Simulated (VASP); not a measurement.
Band structure of InSb (zinc blende). Computed with optB88-vdW, VASP's PBE PAW potentials (set 64) (plane waves; VASP).

Unless said otherwise, spin-orbit coupling is left out, though it shifts the bands of the heavy elements here.

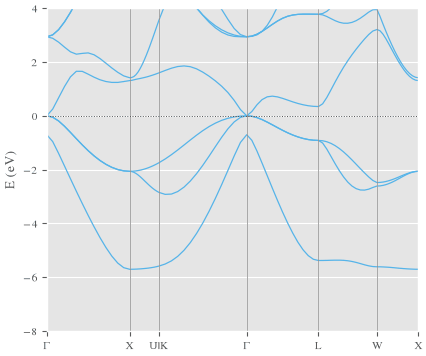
Bands along high-symmetry lines, zero at the valence-band maximum or, without a gap, the Fermi level

Question: Read the plot: is there a gap, and where are the band edges?

Answer: It has no gap at this level: it comes out as a metal or semimetal. (Edges off the drawn lines would not show.)

The compound is InSb in the zinc blende structure. It was relaxed first, which changed the volume by +6 %.
